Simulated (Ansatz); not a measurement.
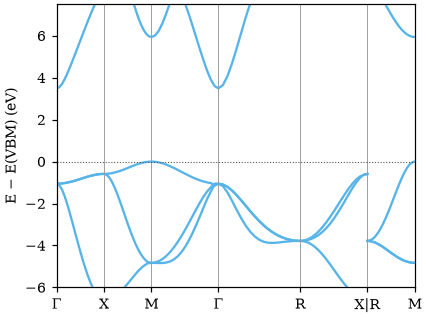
Band structure from DFT-r²SCAN in the program Ansatz with PAW potentials

Problem. Read off the gap and where the band edges lie.

Solution. About 3.5 eV (3.49 eV by a search for the band edges); maximum at M, minimum at Γ.

The material is MgO (CsCl type, Pm-3m).

This is a known high-pressure phase of the composition, computed here at zero pressure and temperature. Symmetry was held in the r²SCAN relaxation. At this level the phase is mechanically unstable.

Potentials: the later of the program's two PAW sets.
